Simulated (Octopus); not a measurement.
**A workflow on SiCNClF2 (SMILES N#C[Si](F)(F)Cl)**

Wanted: energy and gradient (PZ81 LDA), then the response to a field (PZ81 LDA) of SiCNClF2. 

The results are computed with Octopus 16.4.

6 further runs of the same task are left out: 6 set aside as unsound or not needed.

## Step 1: The system as given

SiCNClF2 has 6 atoms, charge 0, and is taken as a singlet. SMILES: `N#C[Si](F)(F)Cl`. The coordinates come from a PBE0-D4/def2-TZVP relaxation.

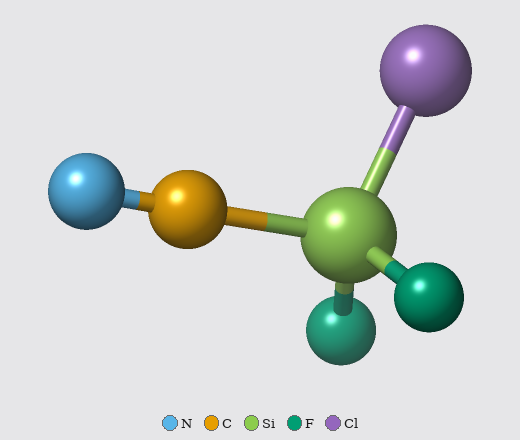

The structure, seen from a chosen angle (nitrogen blue, carbon amber, silicon green, fluorine teal, chlorine purple).

## Step 2: Energy and gradient at PZ81 LDA (scalar, in the pseudopotentials, pseudodojo_pbesol potentials, box margin 4 angstrom, extra states 0, grid spacing 0.19 angstrom, mix field default) (run 1)

Started as:

```sh
$ OMP_NUM_THREADS=1 octopus > gs.log
```

Log:

```text
Version                : 16.4
************************** Calculation Mode **************************
Input: [CalculationMode = gs]
Input: [SpinComponents = unpolarized]
******************************* Space ********************************
Octopus will run in 3 dimension(s).
Octopus will treat the system as periodic in 0 dimension(s).
Input: [AllElectronType = no]
Input: [PseudopotentialSet = pseudodojo_pbesol]
Reading Coordinates from Coordinates block
****************************** Species *******************************
  Species 'N'
    type             : pseudopotential
    file format      : UPF2
    valence charge   : 5.0
    atomic number    :   7
    form on file     : kleinman-bylander
    lmax             : 1
    llocal           : -1
    projectors per l : 2
    total projectors : 4
    application form : kleinman-bylander
    orbitals         :  4
    bound orbitals   :  4
  Species 'C'
    type             : pseudopotential
    file format      : UPF2
    valence charge   : 4.0
    atomic number    :   6
    form on file     : kleinman-bylander
    lmax             : 1
    llocal           : -1
    projectors per l : 2
    total projectors : 4
    application form : kleinman-bylander
    orbitals         :  4
    bound orbitals   :  4
  Species 'Si'
    type             : pseudopotential
    file format      : UPF2
    valence charge   : 4.0
    atomic number    :  14
    form on file     : kleinman-bylander
    lmax             : 2
    llocal           : -1
    projectors per l : 2
    total projectors : 6
    application form : kleinman-bylander
    orbitals         :  4
    bound orbitals   :  4
  Species 'F'
    type             : pseudopotential
    file format      : UPF2
    valence charge   : 7.0
    atomic number    :   9
    form on file     : kleinman-bylander
    lmax             : 2
    llocal           : -1
    projectors per l : 2
    total projectors : 6
    application form : kleinman-bylander
    orbitals         :  4
    bound orbitals   :  4
  Species 'Cl'
    type             : pseudopotential
    file format      : UPF2
    valence charge   : 7.0
    atomic number    :  17
    form on file     : kleinman-bylander
    lmax             : 2
    llocal           : -1
    projectors per l : 2
    total projectors : 6
    application form : kleinman-bylander
    orbitals         :  4
    bound orbitals   :  4
***************************** Symmetries *****************************
Symmetry elements :
Symmetry group    : C1
Input: [CurvMethod = curv_affine]
Input: [DerivativesStencil = stencil_star]
Input: [SmearingFunction = semiconducting]
Input: [SymmetrizeDensity = no]
******************************* States *******************************
Total electronic charge  =       34.000
Number of states         =       17
States block-size        =        4
************************** Parallelization ***************************
Info: Octopus will run in *serial*
******************************** Grid ********************************
Simulation Box:
  Type = minimum
  Radius  [A] =   4.000
Main mesh:
  Spacing [A] = ( 0.190, 0.190, 0.190)    volume/point [A^3] =      0.00686
  # inner mesh =      92117
  # total mesh =     131945
  Grid Cutoff [eV] =  1041.634699    Grid Cutoff [Ry] =    76.558745
Input: [StatesPack = yes]
** Warning:
**   The XCFunctional that you selected does not match the one used
**   to generate the pseudopotentials.
Input: [StatesOrthogonalization = cholesky_serial]
**************************** Theory Level ****************************
Input: [TheoryLevel = kohn_sham]
Exchange-correlation:
  Exchange
    Slater exchange (LDA)
  Correlation
    Perdew & Zunger (Modified) (LDA)
****************************** Hartree *******************************
Input: [DressedOrbitals = no]
The chosen Poisson solver is 'interpolating scaling functions'
Input: [FilterPotentials = filter_TS]
Info: Pseudopotential for N
  Radii for localized parts:
    local part     =  1.1 A
    non-local part =  1.1 A
    orbitals       =  4.2 A
Info: Pseudopotential for C
  Radii for localized parts:
    local part     =  1.1 A
    non-local part =  1.0 A
    orbitals       =  4.8 A
Info: Pseudopotential for Si
  Radii for localized parts:
    local part     =  1.2 A
    non-local part =  1.5 A
    orbitals       =  5.8 A
Info: Pseudopotential for F
  Radii for localized parts:
    local part     =  1.2 A
    non-local part =  1.3 A
    orbitals       =  3.5 A
Info: Pseudopotential for Cl
  Radii for localized parts:
    local part     =  1.2 A
    non-local part =  1.4 A
    orbitals       =  4.2 A
Input: [RelativisticCorrection = non_relativistic]
Input: [DFTULevel = dft_u_none]
Input: [MagneticConstrain = 0]
****************** Approximate memory requirements *******************
Mesh
  global  :       1.0 MiB
  local   :       4.0 MiB
  total   :       5.0 MiB
States
  real    :      17.1 MiB (par_kpoints + par_states + par_domains)
  complex :      34.2 MiB (par_kpoints + par_states + par_domains)
Info: Generating external potential
      done.
Input: [InteractionTiming = timing_exact]
Info: Octopus initialization completed.
Info: Starting calculation mode.
Info: Allocating ground state wave-functions
      Block       1 contains       4 states:       1 -       4
      Block       2 contains       4 states:       5 -       8
      Block       3 contains       4 states:       9 -      12
      Block       4 contains       4 states:      13 -      16
      Block       5 contains       1 states:      17 -      17
Info: Ground-state allocation done.
**************************** Eigensolver *****************************
Input: [Eigensolver = cg]
Input: [Preconditioner = pre_filter]
Input: [PreconditionerFilterFactor = 0.5000]
Input: [SubspaceDiagonalization = standard]
Input: [MixField = potential] (what to mix during SCF cycles)
Input: [MixingScheme = broyden]
Info: Mixing uses    4 steps and restarts after   20 steps.
Input: [LCAOStart = lcao_states]
Input: [LCAOScaleFactor = 1.000]
Input: [LCAOMaximumOrbitalRadius = 10.58 A]
Info: Double-precision storage for     7 extra orbitals will be allocated.
Info: Unnormalized total charge =     33.997771
Info: Renormalized total charge =     34.000000
Info: Setting up Hamiltonian.
Info: Performing initial LCAO calculation with     24 orbitals.
Info: Getting Hamiltonian matrix elements.
Eigenvalues [eV]
 #st  Spin   Eigenvalue      Occupation
   1   --   -33.286408       2.000000
   2   --   -32.848007       2.000000
   3   --   -27.135225       2.000000
   4   --   -22.359695       2.000000
   5   --   -17.033436       2.000000
   6   --   -15.379303       2.000000
   7   --   -15.076229       2.000000
   8   --   -14.124671       2.000000
   9   --   -13.743524       2.000000
  10   --   -13.580152       2.000000
  11   --   -13.362857       2.000000
  12   --   -12.562694       2.000000
  13   --   -12.213413       2.000000
  14   --   -12.192839       2.000000
  15   --   -11.159639       2.000000
  16   --    -9.497532       2.000000
  17   --    -9.475502       2.000000
Info: Ground-state restart information will be written to 'restart/gs'.
Info: SCF using real wavefunctions.
Info: Starting SCF iteration.
*********************** SCF CYCLE ITER #    1 ************************
 etot  = -2.46575420E+03 abs_ev   =  1.31E+01 rel_ev   =  2.25E-02
 ediff =        9.06E+01 abs_dens =  4.08E+00 rel_dens =  1.20E-01
Converged eigenvectors: 0
#  State  Eigenvalue [eV]  Occupation    Error
      1      -33.428441    2.000000   ( 2.5E-02)
      2      -32.989672    2.000000   ( 3.2E-02)
      3      -28.415863    2.000000   ( 9.4E-02)
      4      -22.519681    2.000000   ( 3.1E-02)
      5      -17.447312    2.000000   ( 5.0E-02)
      6      -15.718830    2.000000   ( 4.2E-02)
      7      -15.445441    2.000000   ( 4.7E-02)
      8      -14.400581    2.000000   ( 4.1E-02)
      9      -14.022829    2.000000   ( 4.5E-02)
     10      -13.840996    2.000000   ( 3.5E-02)
     11      -13.566843    2.000000   ( 3.9E-02)
     12      -13.174851    2.000000   ( 6.4E-02)
     13      -12.859109    2.000000   ( 7.0E-02)
     14      -12.822276    2.000000   ( 6.8E-02)
     15      -11.609812    2.000000   ( 4.8E-02)
     16       -9.670541    2.000000   ( 3.3E-02)
     17       -9.657557    2.000000   ( 2.9E-02)
                                                                     ^
*********************** SCF CYCLE ITER #    2 ************************
 etot  = -2.40413722E+03 abs_ev   =  3.60E+01 rel_ev   =  6.58E-02
 ediff =        2.26E+00 abs_dens =  1.76E+00 rel_dens =  5.17E-02
Converged eigenvectors: 0
#  State  Eigenvalue [eV]  Occupation    Error
      1      -32.123344    2.000000   ( 1.5E-02)
      2      -31.598091    2.000000   ( 1.3E-02)
      3      -25.757537    2.000000   ( 2.1E-02)
      4      -22.734839    2.000000   ( 5.4E-03)
      5      -17.090928    2.000000   ( 1.9E-02)
      6      -14.809522    2.000000   ( 1.5E-02)
      7      -14.220057    2.000000   ( 1.7E-02)
      8      -13.467087    2.000000   ( 2.3E-02)
      9      -12.780746    2.000000   ( 2.1E-02)
     10      -12.546638    2.000000   ( 1.6E-02)
     11      -12.241080    2.000000   ( 1.6E-02)
     12      -11.698776    2.000000   ( 3.9E-02)
     13      -11.161791    2.000000   ( 1.4E-02)
     14      -11.088628    2.000000   ( 1.9E-02)
     15      -10.743887    2.000000   ( 4.5E-02)
     16       -9.764759    2.000000   ( 7.7E-03)
     17       -9.757021    2.000000   ( 6.3E-03)
                                                                     ^
[eigenvalue tables of the cycles between left out]
*********************** SCF CYCLE ITER #    3 ************************
 etot  = -2.36808527E+03 abs_ev   =  1.78E+01 rel_ev   =  3.37E-02
 ediff =        1.32E+00 abs_dens =  4.83E-01 rel_dens =  1.42E-02
*********************** SCF CYCLE ITER #    4 ************************
 etot  = -2.34475308E+03 abs_ev   =  1.21E+01 rel_ev   =  2.33E-02
 ediff =        8.57E-01 abs_dens =  3.01E-01 rel_dens =  8.85E-03
*********************** SCF CYCLE ITER #    5 ************************
 etot  = -2.34559526E+03 abs_ev   =  6.02E-02 rel_ev   =  1.16E-04
 ediff =        3.09E-02 abs_dens =  1.08E-01 rel_dens =  3.17E-03
*********************** SCF CYCLE ITER #    6 ************************
 etot  = -2.34658245E+03 abs_ev   =  4.51E-01 rel_ev   =  8.72E-04
 ediff =        3.63E-02 abs_dens =  1.08E-01 rel_dens =  3.17E-03
*********************** SCF CYCLE ITER #    7 ************************
 etot  = -2.34498080E+03 abs_ev   =  9.91E-01 rel_ev   =  1.92E-03
 ediff =        5.89E-02 abs_dens =  5.93E-02 rel_dens =  1.75E-03
*********************** SCF CYCLE ITER #    8 ************************
 etot  = -2.34489382E+03 abs_ev   =  3.77E-02 rel_ev   =  7.30E-05
 ediff =        3.20E-03 abs_dens =  1.37E-02 rel_dens =  4.03E-04
*********************** SCF CYCLE ITER #    9 ************************
 etot  = -2.34515030E+03 abs_ev   =  1.21E-01 rel_ev   =  2.33E-04
 ediff =        9.43E-03 abs_dens =  4.66E-03 rel_dens =  1.37E-04
*********************** SCF CYCLE ITER #   10 ************************
 etot  = -2.34518073E+03 abs_ev   =  1.53E-02 rel_ev   =  2.96E-05
 ediff =        1.12E-03 abs_dens =  6.93E-04 rel_dens =  2.04E-05
*********************** SCF CYCLE ITER #   11 ************************
 etot  = -2.34516453E+03 abs_ev   =  2.32E-03 rel_ev   =  4.48E-06
 ediff =        5.95E-04 abs_dens =  1.01E-03 rel_dens =  2.98E-05
*********************** SCF CYCLE ITER #   12 ************************
 etot  = -2.34517277E+03 abs_ev   =  4.09E-03 rel_ev   =  7.91E-06
 ediff =        3.03E-04 abs_dens =  3.32E-04 rel_dens =  9.76E-06
*********************** SCF CYCLE ITER #   13 ************************
 etot  = -2.34517355E+03 abs_ev   =  1.45E-03 rel_ev   =  2.81E-06
 ediff =        2.86E-05 abs_dens =  1.90E-04 rel_dens =  5.60E-06
*********************** SCF CYCLE ITER #   14 ************************
 etot  = -2.34516999E+03 abs_ev   =  1.02E-03 rel_ev   =  1.97E-06
 ediff =        1.31E-04 abs_dens =  1.68E-04 rel_dens =  4.93E-06
*********************** SCF CYCLE ITER #   15 ************************
 etot  = -2.34517110E+03 abs_ev   =  6.40E-04 rel_ev   =  1.24E-06
 ediff =        4.08E-05 abs_dens =  2.33E-05 rel_dens =  6.86E-07
*********************** SCF CYCLE ITER #   16 ************************
 etot  = -2.34517132E+03 abs_ev   =  1.61E-04 rel_ev   =  3.12E-07
 ediff =        8.18E-06 abs_dens =  9.79E-06 rel_dens =  2.88E-07
*********************** SCF CYCLE ITER #   17 ************************
 etot  = -2.34517148E+03 abs_ev   =  1.35E-04 rel_ev   =  2.61E-07
 ediff =        5.96E-06 abs_dens =  2.90E-06 rel_dens =  8.54E-08
*********************** SCF CYCLE ITER #   18 ************************
 etot  = -2.34517144E+03 abs_ev   =  1.18E-05 rel_ev   =  2.28E-08
 ediff =        1.48E-06 abs_dens =  4.17E-06 rel_dens =  1.23E-07
*********************** SCF CYCLE ITER #   19 ************************
 etot  = -2.34517147E+03 abs_ev   =  2.92E-06 rel_ev   =  5.65E-09
 ediff =        9.88E-07 abs_dens =  3.22E-06 rel_dens =  9.48E-08
Converged eigenvectors: 0
#  State  Eigenvalue [eV]  Occupation    Error
      1      -31.322009    2.000000   ( 2.5E-08)
      2      -30.787050    2.000000   ( 3.4E-08)
      3      -23.564458    2.000000   ( 1.5E-07)
      4      -22.285630    2.000000   ( 4.5E-08)
      5      -16.026762    2.000000   ( 2.3E-08)
      6      -13.886026    2.000000   ( 2.5E-08)
      7      -13.489390    2.000000   ( 4.2E-08)
      8      -12.897006    2.000000   ( 2.1E-08)
      9      -11.987966    2.000000   ( 2.6E-08)
     10      -11.813803    2.000000   ( 1.8E-08)
     11      -11.506858    2.000000   ( 1.6E-08)
     12      -11.100839    2.000000   ( 5.1E-08)
     13       -9.945735    2.000000   ( 1.5E-07)
     14       -9.739864    2.000000   ( 1.2E-07)
     15       -9.421038    2.000000   ( 2.9E-07)
     16       -9.391574    2.000000   ( 9.9E-08)
     17       -9.225019    2.000000   ( 1.6E-07)
                                                                     ^
*********************** SCF CYCLE ITER #   20 ************************
 etot  = -2.34517145E+03 abs_ev   =  6.83E-06 rel_ev   =  1.32E-08
 ediff =        5.72E-07 abs_dens =  9.75E-07 rel_dens =  2.87E-08
Converged eigenvectors: 0
#  State  Eigenvalue [eV]  Occupation    Error
      1      -31.322009    2.000000   ( 1.6E-08)
      2      -30.787050    2.000000   ( 2.1E-08)
      3      -23.564459    2.000000   ( 7.2E-08)
      4      -22.285629    2.000000   ( 2.7E-08)
      5      -16.026762    2.000000   ( 7.8E-09)
      6      -13.886026    2.000000   ( 7.0E-09)
      7      -13.489389    2.000000   ( 1.9E-08)
      8      -12.897006    2.000000   ( 8.8E-09)
      9      -11.987965    2.000000   ( 1.4E-08)
     10      -11.813802    2.000000   ( 9.1E-09)
     11      -11.506858    2.000000   ( 8.3E-09)
     12      -11.100838    2.000000   ( 1.9E-08)
     13       -9.945736    2.000000   ( 8.5E-08)
     14       -9.739865    2.000000   ( 4.7E-08)
     15       -9.421038    2.000000   ( 4.7E-08)
     16       -9.391573    2.000000   ( 5.2E-08)
     17       -9.225020    2.000000   ( 2.2E-08)
                                                                     ^
Info: SCF converged in   20 iterations
** Warning:
**   Some of the states are not fully converged!
Info: Number of matrix-vector products:       5574
Octopus emitted 2 warnings.
```

It took 23 s on 1 thread of Intel Xeon 6975P-C (Granite Rapids), shared host; peak memory 0.12 GiB.

[end of part 1 of 2]
